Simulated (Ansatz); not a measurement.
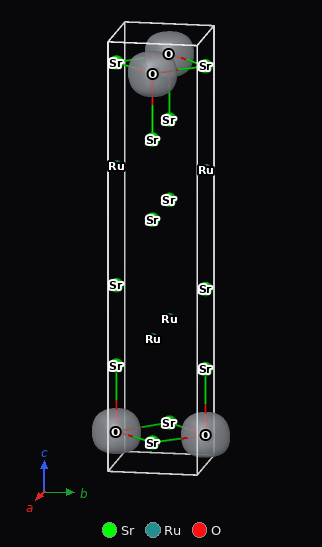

*Sr3RuO. Isosurface of the electron localisation function at 0.65 (grey), seen slightly off an axis. Core shells and regions of very low density are left out. Sticks mark near contacts.*

Space group P4/nmm; a generated structure, not necessarily the stable one; changed on purpose from its base cell (volume × 0.91, shape and atoms relaxed); computed pressure about 4 GPa in this cell; computed without spin polarisation.

Level of theory: Ansatz 0.2.0, DFT PBE, scalar-relativistic, plane waves, PAW.

In a PAW calculation such maps are meaningful between the atoms, not at the nuclei.

> Where are the electrons localised?

At this value the surface marks out two regions wrapped around O (the valence shell of each), counted in one cell of 10 atoms. Any copies at cell faces, edges or corners count once. Along the contacts the grid gives the following. Sr–O (2.49 Å): the ELF peaks at about 0.80 in the valence shell of O, 0.7 Å from its nucleus, and drops to about 0.10 between the two atoms (no shared electron pair shows on this line). Sr–Ru (3.02 Å): the ELF is about 0.15 at the midpoint; no shared electron pair shows on this line.
